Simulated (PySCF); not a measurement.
# C₂Si: electronic excitations at several levels of theory

How much do the electronic excitations of C₂Si (`C1#C[Si]1`) depend on the level of theory, and what does each level cost?

The runs use PySCF 2.14.0, with density-fitted response routines of our own; the level of theory stands in each step. All values are computed, except where a source is named. Atoms are numbered from 0 throughout.

## 1. The molecule as given

3 atoms, charge 0, multiplicity 1; geometry from: GFN2-xTB.

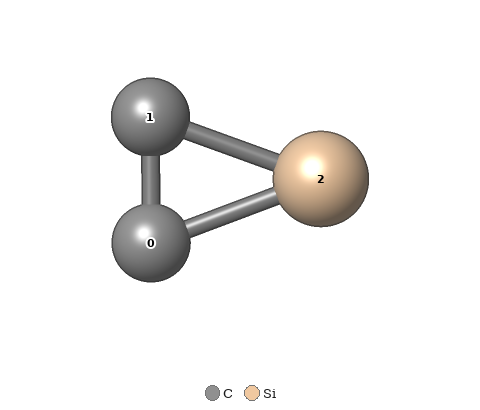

As it starts; carbon grey, silicon light orange, atoms numbered.

## 2. Optimising the geometry at PBE0-D3(BJ)/def2-TZVP

The job: settings as JSON, then the geometry in Å.

```
{"job": {"xc": "PBE0", "basis": "def2-TZVP", "d3": "d3bj", "grid": 2, "kind": "geom"}, "charge": 0, "multiplicity": 1}
C     -1.008080     0.257730    -0.536570
C     -0.200570     1.153350     0.010480
Si     0.516870    -0.603460     0.224970
```

Standard output:

```text
step   0  E = -365.33173504  max force = 0.062579
step   1  E = -365.33832641  max force = 0.009568
step   2  E = -365.33862221  max force = 0.002029
step   3  E = -365.33862802  max force = 0.000162
optimisation converged
```

It took 11 s on 2 threads of Intel Xeon at 2.70GHz, shared host.

Step by step:

```csv
step,energy from step 0 (eV),largest force component (eV/Å)
0,0.0000,3.2179
1,-0.1794,0.4920
2,-0.1874,0.1043
3,-0.1876,0.0083
```

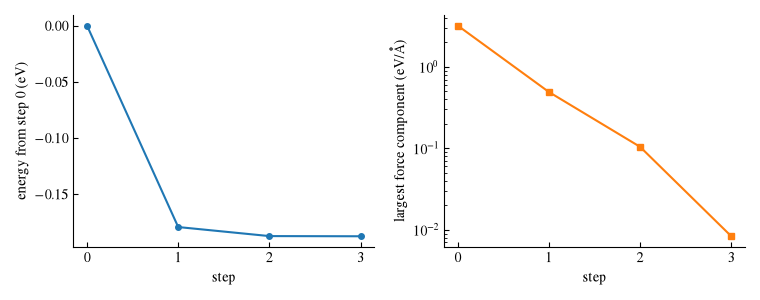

Energy and force, step by step.

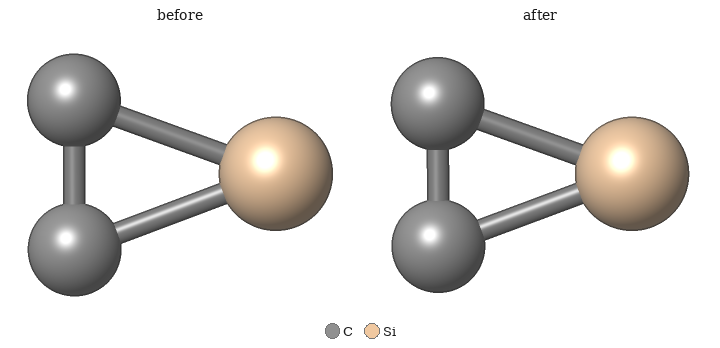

Before and after, at one scale.

Distances of close pairs at the start and the end, largest changes first:

```csv
bond,before (Å),after (Å),change (Å)
C1–Si2,1.910,1.836,-0.074
C0–Si2,1.910,1.836,-0.074
C0–C1,1.324,1.263,-0.061
```

The end geometry stands in the next job.

| at the end point | value |
| --- | --- |
| point group (found at 0.08 Å tolerance) | C2v |
| rotational constants (GHz, main isotopes) | 52.817, 13.163, 10.537 |
| dipole moment (D) | 2.36 |

## 3. Excited states and response: CAM-B3LYP/def2-TZVPD

The job: settings as JSON, then the geometry in Å.

```
{"job": {"kind": "uv", "xc": "CAM-B3LYP", "basis": "def2-TZVPD", "nstates": 12, "ntriplets": 4}, "charge": 0, "multiplicity": 1}
C     -0.975448     0.262079    -0.517652
C     -0.205123     1.116198     0.003725
Si     0.488791    -0.570657     0.212807
```

Method: TDDFT CAM-B3LYP/def2-TZVPD, vertical, gas phase, core orbitals frozen in the response.

Standard output:

```text
coarse grid: 3800 points
cycle   1  E = -365.4746129369  dE =  3.982e-01  |g| = 3.885e-01  |ddm| = 1.760e+00
cycle   2  E = -365.4577746522  dE =  1.684e-02  |g| = 4.659e-01  |ddm| = 7.253e-01
cycle   3  E = -365.5211982083  dE = -6.342e-02  |g| = 1.779e-02  |ddm| = 3.623e-01
cycle   4  E = -365.5213284921  dE = -1.303e-04  |g| = 4.719e-03  |ddm| = 3.684e-02
cycle   5  E = -365.5213337519  dE = -5.260e-06  |g| = 9.879e-04  |ddm| = 7.187e-03
final grid: 34344 points
cycle   6  E = -365.5183551998  dE = -3.973e-06  |g| = 1.703e-03  |ddm| = 3.009e-02
cycle   7  E = -365.5183550829  dE =  1.169e-07  |g| = 1.744e-03  |ddm| = 2.782e-03
cycle   8  E = -365.5183559270  dE = -8.442e-07  |g| = 1.469e-04  |ddm| = 1.388e-03
cycle   9  E = -365.5183559299  dE = -2.886e-09  |g| = 1.271e-04  |ddm| = 1.961e-04
cycle  10  E = -365.5183559341  dE = -4.184e-09  |g| = 1.723e-05  |ddm| = 9.740e-05
cycle  11  E = -365.5183559343  dE = -2.042e-10  |g| = 4.905e-06  |ddm| = 3.166e-05
converged SCF energy = -365.5183559343

Static polarisability (au): isotropic 44.499, principal 36.370 45.619 51.507

Singlet excitations
state   eV       nm        f      main configurations
  1   2.8134    440.7   0.02000   H->L 0.95
  2   3.7182    333.5   0.01508   H->L+1 0.98
  3   4.3296    286.4   0.00000   H-2->L 0.97
  4   4.5707    271.3   0.00000   H-1->L 0.95
  5   5.1131    242.5   0.03331   H-1->L+1 0.98
  6   5.9680    207.7   0.01987   H-2->L+1 0.81, H-3->L 0.16
  7   6.1611    201.2   0.00000   H->L+3 0.94
  8   6.8833    180.1   0.00712   H->L+4 0.89
  9   7.3394    168.9   0.00000   H-1->L+3 0.93
 10   7.3954    167.7   0.12483   H->L+2 0.91
 11   7.5287    164.7   0.01993   H->L+5 0.49, H-3->L 0.39
 12   7.6108    162.9   0.00000   H-3->L+1 0.97

Triplet excitations (Tamm-Dancoff, eV): 1.8690 2.9109 2.9166 3.8765
```

It took 5.1 s on 2 threads of Intel Xeon at 2.70GHz, shared host.

Frontier orbitals and where they lie:

| orbital | eV | atoms |
| --- | --- | --- |
| HOMO−3 | -13.06 | C0 38 %, C1 38 %, Si2 23 % |
| HOMO−2 | -10.93 | C1 40 %, C0 40 %, Si2 21 % |
| HOMO−1 | -10.18 | Si2 42 %, C1 29 %, C0 29 % |
| HOMO | -8.97 | C0 37 %, C1 37 %, Si2 26 % |
| LUMO | -2.19 | Si2 49 %, C1 26 %, C0 26 % |
| LUMO+1 | -1.48 | Si2 72 %, C0 14 %, C1 14 % |
| LUMO+2 | 1.07 | Si2 90 %, C0 5 %, C1 5 % |

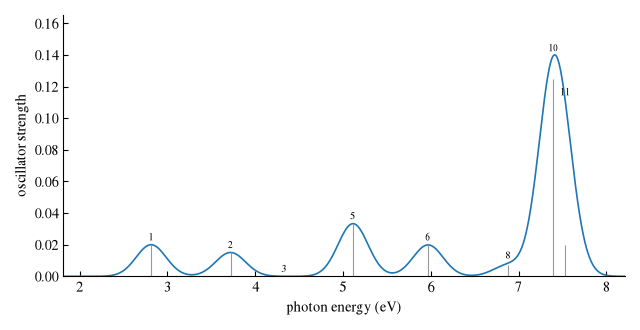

Absorption spectrum from the 12 singlet states computed; above the last one it falls off for lack of states. Lines are broadened to a width of 0.40 eV (Gaussian).

Further results of this job:

| property | computed |
| --- | --- |
| dipole moment (D) | 2.54 |
| polarisability (Å³) | 6.59 |
| HOMO–LUMO gap (eV) | 6.78 |
| −ε(HOMO) (eV) | 8.97 |

## 4. Excited states and response: PBE0/def2-TZVPD

The job: settings as JSON, then the geometry in Å.

```
{"job": {"kind": "uv", "xc": "PBE0", "basis": "def2-TZVPD", "nstates": 12, "ntriplets": 4}, "charge": 0, "multiplicity": 1}
C     -0.975448     0.262079    -0.517652
C     -0.205123     1.116198     0.003725
Si     0.488791    -0.570657     0.212807
```

Level: TDDFT PBE0/def2-TZVPD, vertical, gas phase, core orbitals frozen in the response.

Standard output:

```text
coarse grid: 3800 points
cycle   1  E = -365.2881310744  dE =  4.125e-01  |g| = 4.142e-01  |ddm| = 1.854e+00
cycle   2  E = -365.1686888862  dE =  1.194e-01  |g| = 7.304e-01  |ddm| = 9.300e-01
cycle   3  E = -365.3398578226  dE = -1.712e-01  |g| = 4.326e-02  |ddm| = 5.766e-01
cycle   4  E = -365.3404353364  dE = -5.775e-04  |g| = 1.740e-02  |ddm| = 5.282e-02
cycle   5  E = -365.3405256370  dE = -9.030e-05  |g| = 2.804e-03  |ddm| = 2.563e-02
cycle   6  E = -365.3405276573  dE = -2.020e-06  |g| = 3.219e-04  |ddm| = 2.817e-03
final grid: 34344 points
cycle   7  E = -365.3371875282  dE = -8.486e-06  |g| = 3.623e-03  |ddm| = 7.131e-02
cycle   8  E = -365.3371823620  dE =  5.166e-06  |g| = 5.318e-03  |ddm| = 6.886e-03
cycle   9  E = -365.3371913790  dE = -9.017e-06  |g| = 5.201e-04  |ddm| = 4.351e-03
cycle  10  E = -365.3371914176  dE = -3.858e-08  |g| = 3.723e-04  |ddm| = 6.004e-04
cycle  11  E = -365.3371914530  dE = -3.545e-08  |g| = 7.800e-05  |ddm| = 2.916e-04
cycle  12  E = -365.3371914547  dE = -1.656e-09  |g| = 7.597e-06  |ddm| = 6.941e-05
cycle  13  E = -365.3371914547  dE = -1.631e-11  |g| = 1.290e-06  |ddm| = 1.337e-05
converged SCF energy = -365.3371914547

Static polarisability (au): isotropic 44.645, principal 36.389 45.762 51.785

Singlet excitations
state   eV       nm        f      main configurations
  1   2.6681    464.7   0.01819   H->L 0.96
  2   3.4744    356.9   0.01068   H->L+1 0.98
  3   4.4054    281.4   0.00021   H-1->L 0.95
  4   4.4196    280.5   0.00000   H-2->L 0.98
  5   5.0013    247.9   0.03765   H-1->L+1 0.98
  6   5.9228    209.3   0.01864   H-2->L+1 0.81, H-3->L 0.17
  7   6.0505    204.9   0.00000   H->L+2 0.98
  8   6.6519    186.4   0.00780   H->L+3 0.97
  9   7.1690    172.9   0.07855   H->L+4 0.98
 10   7.2269    171.6   0.00000   H-1->L+2 0.95
 11   7.3243    169.3   0.03967   H->L+5 0.58, H-3->L 0.36
 12   7.4583    166.2   0.00000   H-3->L+1 0.96

Triplet excitations (Tamm-Dancoff, eV): 1.6640 2.7468 2.7503 3.8894
```

Run time: 4.7 s. Hardware: 2 threads of Intel Xeon at 2.70GHz, shared host.

In short: HOMO -7.56 eV, LUMO -3.36 eV; lowest singlet 2.67 eV.

## 5. Ultraviolet spectrum: PBE/def2-TZVPD

The job: settings as JSON, then the geometry in Å.

```
{"job": {"kind": "uv", "xc": "PBE", "basis": "def2-TZVPD", "nstates": 12, "ntriplets": 4}, "charge": 0, "multiplicity": 1}
C     -0.975448     0.262079    -0.517652
C     -0.205123     1.116198     0.003725
Si     0.488791    -0.570657     0.212807
```

Method: TDDFT PBE/def2-TZVPD, vertical, gas phase, core orbitals frozen in the response.

Standard output:

```text
coarse grid: 3800 points
cycle   1  E = -365.2406851379  dE =  4.034e-01  |g| = 5.117e-01  |ddm| = 1.999e+00
cycle   2  E = -363.7339388334  dE =  1.507e+00  |g| = 1.921e+00  |ddm| = 2.148e+00
cycle   3  E = -365.3150528130  dE = -1.581e+00  |g| = 8.992e-02  |ddm| = 1.976e+00
cycle   4  E = -365.3150115975  dE =  4.122e-05  |g| = 1.005e-01  |ddm| = 1.999e-01
cycle   5  E = -365.3187239991  dE = -3.712e-03  |g| = 1.909e-02  |ddm| = 1.043e-01
cycle   6  E = -365.3187233287  dE =  6.704e-07  |g| = 2.092e-02  |ddm| = 2.930e-02
cycle   7  E = -365.3188432046  dE = -1.199e-04  |g| = 3.730e-03  |ddm| = 1.673e-02
cycle   8  E = -365.3188475089  dE = -4.304e-06  |g| = 2.263e-04  |ddm| = 3.473e-03
final grid: 34344 points
cycle   9  E = -365.3145661121  dE = -7.571e-06  |g| = 5.985e-03  |ddm| = 9.558e-02
cycle  10  E = -365.3145204218  dE =  4.569e-05  |g| = 1.278e-02  |ddm| = 1.463e-02
cycle  11  E = -365.3145759922  dE = -5.557e-05  |g| = 1.330e-03  |ddm| = 1.095e-02
cycle  12  E = -365.3145765564  dE = -5.643e-07  |g| = 4.836e-04  |ddm| = 1.514e-03
cycle  13  E = -365.3145765596  dE = -3.192e-09  |g| = 4.787e-04  |ddm| = 6.535e-04
cycle  14  E = -365.3145766244  dE = -6.478e-08  |g| = 1.801e-05  |ddm| = 3.550e-04
cycle  15  E = -365.3145766245  dE = -9.010e-11  |g| = 2.307e-06  |ddm| = 2.292e-05
converged SCF energy = -365.3145766245

Static polarisability (au): isotropic 45.805, principal 36.950 46.845 53.621

Singlet excitations
state   eV       nm        f      main configurations
  1   2.4748    501.0   0.01612   H->L 0.97
  2   2.9911    414.5   0.00633   H->L+1 0.98
  3   4.1965    295.4   0.00055   H-1->L 0.94
  4   4.4708    277.3   0.00000   H-2->L 0.99
  5   4.8541    255.4   0.03661   H-1->L+1 0.96
  6   5.6694    218.7   0.01105   H-2->L+1 0.77, H-3->L 0.21
  7   5.7688    214.9   0.00000   H->L+2 0.95
  8   6.1889    200.3   0.00952   H->L+3 0.97
  9   6.4740    191.5   0.04714   H->L+4 0.90, H->L+5 0.10
 10   6.7273    184.3   0.03398   H->L+5 0.60, H-3->L 0.28
 11   6.7699    183.1   0.00000   H-3->L+1 0.79, H-1->L+2 0.20
 12   6.9915    177.3   0.00000   H-1->L+2 0.78, H-3->L+1 0.19

Triplet excitations (Tamm-Dancoff, eV): 1.5524 2.5158 2.7678 3.7141
```

It took 4.4 s on 2 threads of Intel Xeon at 2.70GHz, shared host.

This run: HOMO -6.26 eV, LUMO -4.22 eV; lowest singlet 2.47 eV.

## 6. TDDFT and polarisability: B3LYP/def2-TZVPD

The job: settings as JSON, then the geometry in Å.

```
{"job": {"kind": "uv", "xc": "B3LYP", "basis": "def2-TZVPD", "nstates": 12, "ntriplets": 4}, "charge": 0, "multiplicity": 1}
C     -0.975448     0.262079    -0.517652
C     -0.205123     1.116198     0.003725
Si     0.488791    -0.570657     0.212807
```

Level: TDDFT B3LYP/def2-TZVPD, vertical, gas phase, core orbitals frozen in the response.

Standard output:

```text
coarse grid: 3800 points
cycle   1  E = -365.5201908404  dE =  4.106e-01  |g| = 4.487e-01  |ddm| = 1.799e+00
cycle   2  E = -365.3127451078  dE =  2.074e-01  |g| = 9.114e-01  |ddm| = 1.063e+00
cycle   3  E = -365.5811057901  dE = -2.684e-01  |g| = 4.741e-02  |ddm| = 6.993e-01
cycle   4  E = -365.5817884435  dE = -6.827e-04  |g| = 2.349e-02  |ddm| = 6.278e-02
cycle   5  E = -365.5819621910  dE = -1.737e-04  |g| = 4.082e-03  |ddm| = 3.007e-02
cycle   6  E = -365.5819672278  dE = -5.037e-06  |g| = 4.606e-04  |ddm| = 4.035e-03
final grid: 34344 points
cycle   7  E = -365.5785349893  dE = -4.920e-06  |g| = 1.945e-03  |ddm| = 4.434e-02
cycle   8  E = -365.5785329701  dE =  2.019e-06  |g| = 3.197e-03  |ddm| = 3.871e-03
cycle   9  E = -365.5785357344  dE = -2.764e-06  |g| = 8.571e-04  |ddm| = 2.724e-03
cycle  10  E = -365.5785359065  dE = -1.721e-07  |g| = 2.733e-04  |ddm| = 7.455e-04
cycle  11  E = -365.5785359290  dE = -2.242e-08  |g| = 5.921e-05  |ddm| = 2.488e-04
cycle  12  E = -365.5785359300  dE = -9.987e-10  |g| = 2.901e-06  |ddm| = 6.202e-05
converged SCF energy = -365.5785359300

Static polarisability (au): isotropic 45.033, principal 36.605 45.990 52.503

Singlet excitations
state   eV       nm        f      main configurations
  1   2.6958    459.9   0.01821   H->L 0.96
  2   3.4252    362.0   0.00978   H->L+1 0.98
  3   4.3417    285.6   0.00000   H-2->L 0.99
  4   4.3779    283.2   0.00015   H-1->L 0.95
  5   4.9468    250.6   0.03602   H-1->L+1 0.97
  6   5.7749    214.7   0.01896   H-2->L+1 0.81, H-3->L 0.17
  7   6.0265    205.7   0.00000   H->L+2 0.98
  8   6.5198    190.2   0.00870   H->L+3 0.98
  9   6.9560    178.2   0.07083   H->L+4 0.98
 10   7.1338    173.8   0.00000   H-1->L+2 0.85, H-3->L+1 0.14
 11   7.1622    173.1   0.03477   H->L+5 0.58, H-3->L 0.36
 12   7.2762    170.4   0.00000   H-3->L+1 0.85, H-1->L+2 0.14

Triplet excitations (Tamm-Dancoff, eV): 1.7697 2.8238 2.8607 3.8800
```

Wall time 4 s (2 threads of Intel Xeon at 2.70GHz, shared host).

This run: HOMO -7.36 eV, LUMO -3.51 eV; lowest singlet 2.70 eV.

## 7. Side by side: electronic excitations

Excitations and ground-state properties, with basis size and wall time:

```
                 run  lowest singlet (eV)  brightest (eV)      f  gap (eV)  α (Å³)  μ (D)  functions   time
CAM-B3LYP/def2-TZVPD                 2.81            7.40  0.125      6.78    6.59   2.54        117  5.1 s
     PBE0/def2-TZVPD                 2.67            7.17  0.079      4.20    6.62   2.38        117  4.7 s
      PBE/def2-TZVPD                 2.47            6.47  0.047      2.04    6.79   2.22        117  4.4 s
    B3LYP/def2-TZVPD                 2.70            6.96  0.071      3.85    6.67   2.44        117    4 s
```

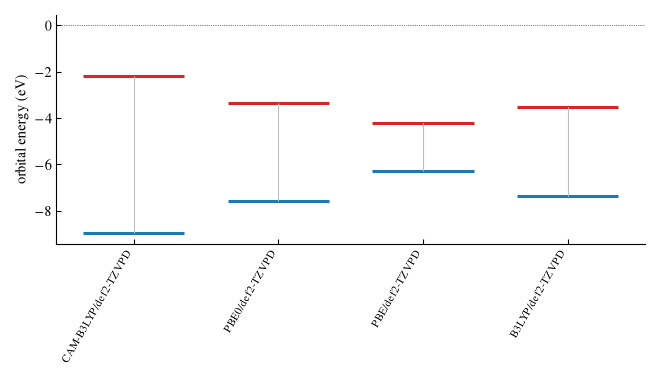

HOMO (blue) and LUMO (red) run by run.

## 8. What came out

```
                                quantity                         value
                             point group                           C2v
    rotational constants (main isotopes)       52.82, 13.16, 10.54 GHz
   lowest singlet (CAM-B3LYP/def2-TZVPD)   2.81 eV (441 nm), f = 0.020
brightest single state of those computed  state 10, 7.40 eV, f = 0.125
                          lowest triplet                       1.87 eV
             range of the lowest singlet               2.47 to 2.81 eV
```

**Reading.** Single values in the summary come from the first run of each kind that ended normally (CAM-B3LYP/def2-TZVPD), which need not be the best level. Relaxing lowered the energy by 0.188 eV in 3 steps; the close pair that moved most is C1–Si2, from 1.910 to 1.836 Å. No frequency check was run at this level, so the end point may be a saddle. The first singlet state (HOMO→LUMO 0.95) lies at 2.81 eV and is weak; of the 12 states computed, the strongest absorption comes from state 10 at 7.40 eV. State 1 absorbs in the visible (441 nm). The lowest triplet lies 0.94 eV below the lowest singlet (triplets in Tamm-Dancoff, singlets in full TDDFT). The lowest singlet runs from 2.47 eV (PBE/def2-TZVPD) to 2.81 eV (CAM-B3LYP/def2-TZVPD), while the orbital gap spans 2.04 to 6.78 eV: the excitation energy moves far less from run to run than the orbital gap does. The lowest state need not be the same one in every run.
